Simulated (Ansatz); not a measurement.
# ClH$_{3}$OSi$_{2}$: what the fields show

Input

```
crystal:
  periodic: [false, false, false]
  atoms:
    - {symbol: O, position_ang: [-1.832302, 1.128109, -1.423708]}
    - {symbol: Si, position_ang: [-0.545502, 1.109779, -0.613509]}
    - {symbol: Si, position_ang: [0.257762, -0.870122, 0.374969]}
    - {symbol: Cl, position_ang: [2.006829, -0.408530, 1.354865]}
    - {symbol: H, position_ang: [0.301268, 2.318285, -0.380118]}
    - {symbol: H, position_ang: [0.537444, -1.886770, -0.666360]}
    - {symbol: H, position_ang: [-0.725500, -1.390750, 1.353859]}
basis:
  gaussian: {orbitals: def2-TZVPP}
hamiltonian: {xc: pbe0, dispersion: d4}
output: {orbitals: {seedname: orbitals}}
```

Command:

```sh
ansatz run in.yaml --threads 2 --pin off --events-out ev --progress --plain --max-ram 4352MiB
```

Geometry: PBE0-D4/def2-TZVP.

Level of theory: RKS PBE0-D4/def2-TZVPP in Ansatz.

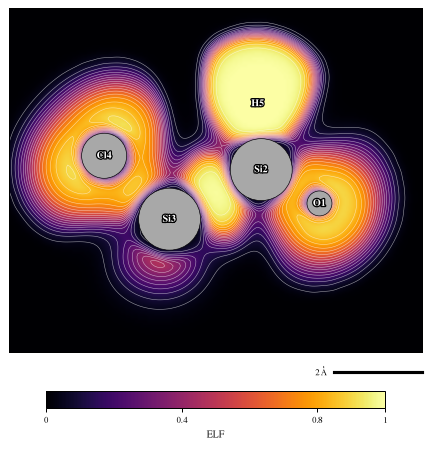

Figure 1. Electron localisation function on the plane of atoms O1, Si2 and H5. Grey discs cover the atomic cores.

Question: Read the bonding off the picture.

Answer:
- The plane passes through O, Si, Cl and H nuclei.
- Si–O (1.52 Å): the ELF peaks at about 0.85 between the atoms; a polar covalent bond.
- Si–Cl (2.06 Å): the ELF peaks at about 0.85 between the atoms: a shared but strongly polarised pair.
- Si–Si (2.35 Å): the ELF peaks at about 1 between the atoms; a shared electron pair.
- Si–H (1.49 Å): the ELF climbs to about 1 towards the hydrogen, as it does in any bond to H.
- The ELF also peaks beside O1 and Cl4, away from the bonds: lone-pair regions.

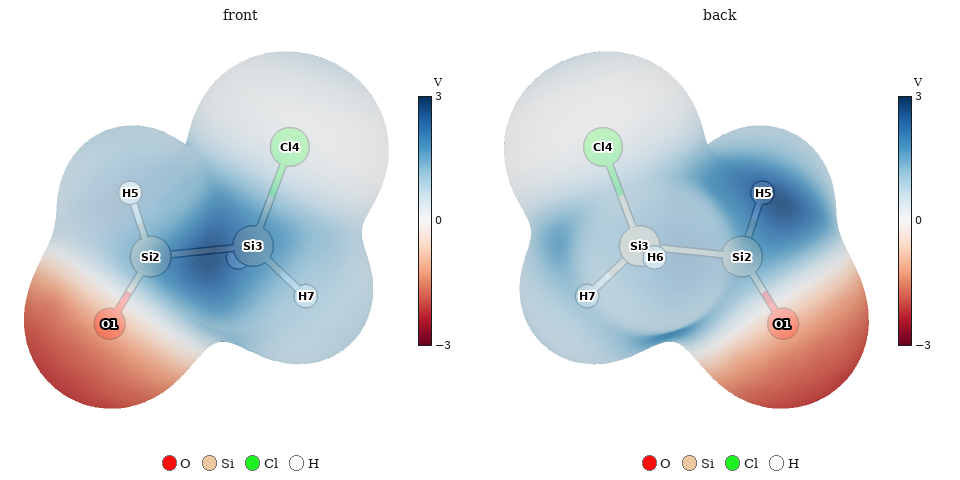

Figure 2. The molecular electrostatic potential painted on the density surface at 0.002 e/bohr³, seen from the front and from behind; red is negative and blue positive.

Question: Where is the surface potential most negative and most positive?

Answer: The most negative region (about −2.1 V, or −48 kcal/mol for a unit charge) lies over O1, the most positive (about +2.7 V, or +62 kcal/mol for a unit charge) over Si2. O1 is the likeliest acceptor of a hydrogen bond.

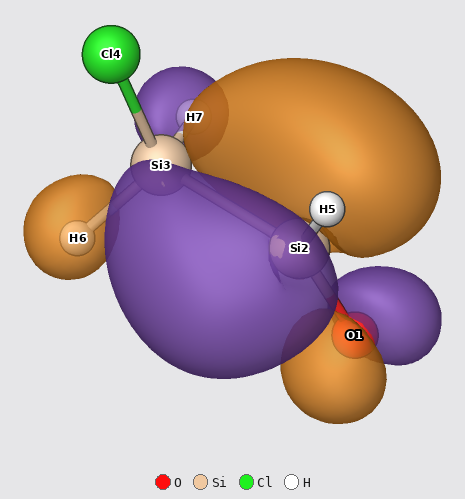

Figure 3. One frontier orbital at ±0.08 Å⁻³ᐟ² (orange and purple are the two phases), seen at an oblique angle.

Question: Which orbital is it: HOMO or LUMO?

Answer: The LUMO, at −2.68 eV. It lies mainly on Si2 (about 60 %), Si3 (about 15 %) and O1 (about 15 %).
